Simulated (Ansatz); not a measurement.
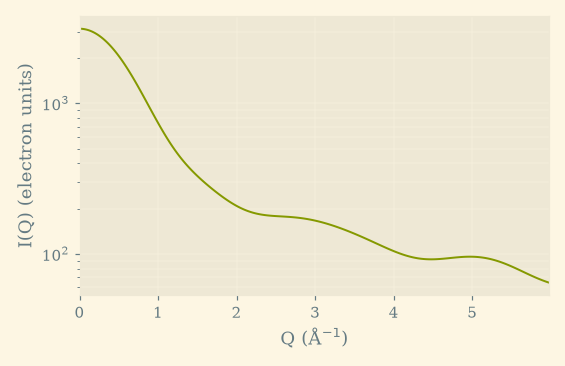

Elastic X-ray scattering of a randomly oriented, rigid molecule, calculated with the Debye equation from neutral-atom form factors (independent atoms, no Compton part, no vibration). The geometry is the end point of an optimisation (Ansatz, RKS PBE0-D4/6-31G); it may be a saddle point or a higher isomer. It contains C, B, F, O, Si, H.

**How many electrons does the independent-atom model of the molecule hold?**

I(0) is the square of the electron number: I(0) = 3140, so about 56 electrons, the count of C2H8BFOSi.

**What radius of gyration does the initial fall-off give?**

From I(Q) ≈ I(0) exp(−Q²R²/3) at small Q, R ≈ 2.27 Å. It is larger than the electron-weighted radius of the nuclear positions alone (2.14 Å), because each atom's electron cloud adds to it.
